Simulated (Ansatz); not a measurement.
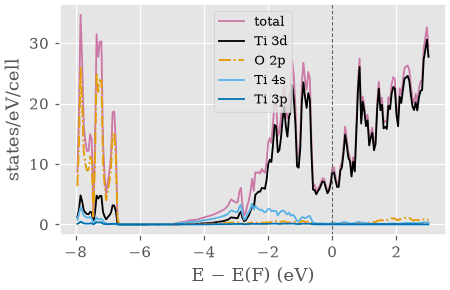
Fig. 1. Total and projected density of states of Ti₃O in space group P-31c (No. 163; Ti on 12i, O on 2d, O on 2a), the program Ansatz at the r²SCAN level (PAW)

Question: Which orbitals carry the states next to the Fermi level?

Answer: Within 0.5 eV of the Fermi level: Ti 3d 92 %. Projections are on Löwdin-orthogonalised atomic valence shells; empty p or d shells of many metals are not among them.

The workflow started from a Materials Project entry (that database holds measured and hypothetical structures alike); the Crystallography Open Database files this formula in space group No. 163, but the cells were not matched. Its standing as an ambient phase is unchecked. The r²SCAN relaxation kept the symmetry of its start; its stability against distortions is not shown here. The run is not spin-polarised. Without spin polarisation and U, an open-shell compound can come out a false metal.

Potentials: the later of the program's two PAW sets.
